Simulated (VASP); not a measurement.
Band structure of BaCu2As2 (space group I4/mmm). All values below come from PBEsol GGA, VASP's PBE PAW potentials (set 64) (plane waves; VASP 6.6.1).

Unless said otherwise, spin-orbit coupling is left out, though it shifts the bands of the heavy elements here.

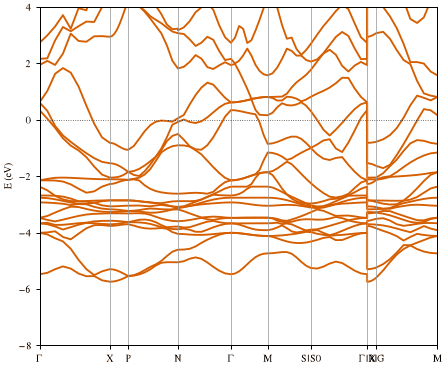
Figure. Bands along high-symmetry lines, zero at the valence-band maximum or, without a gap, the Fermi level

Problem. Read the plot: is there a gap, and where are the band edges?

Solution. It has no gap at this level: it comes out as a metal or semimetal. (Edges off the drawn lines would not show.)

The structure comes from a computed database's BaCu2As2 entry (I4/mmm); how it stands against other phases isn't given here. It was relaxed first.
